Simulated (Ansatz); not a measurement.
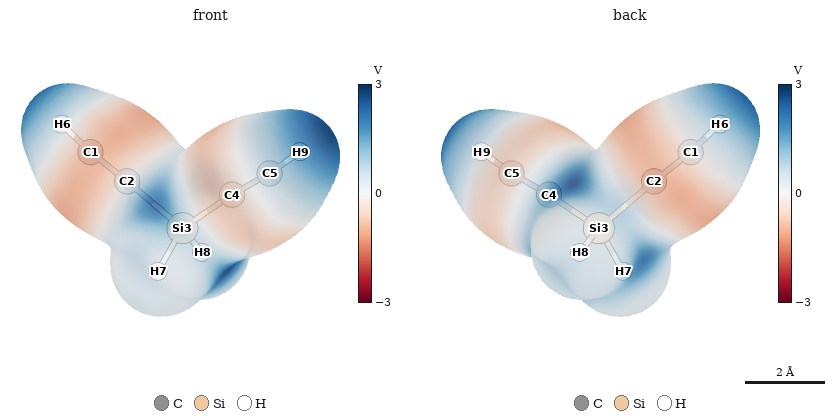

Figure 1: C$_{4}$H$_{4}$Si (SMILES C#C[SiH2]C#C). The electrostatic potential painted on the density surface at 0.004 e/bohr³, seen from the front and from behind; the colour scale runs from red (negative) to blue (positive).

The fields and orbitals are those of the mean-field reference, not of the correlated method.

Theory: Ansatz 0.2.0, MP2, Gaussian basis.

```xyz
9

C     2.0706   -0.1174    1.7374
C     1.2766   -0.3255    0.8136
Si    0.0877   -0.7096   -0.6215
C    -1.2525    0.4914   -0.6788
C    -2.2506    1.2375   -0.7348
H     2.6789    0.1671    2.5335
H     0.8976   -0.6485   -1.8844
H    -0.3503   -2.0823   -0.4718
H    -3.0696    1.9409   -0.7103
```

Question: Describe the electrostatic potential map.

Answer: The most negative region (about −1.1 V) lies over C1 and C2, the most positive (about +2.7 V) over Si3 and H9.
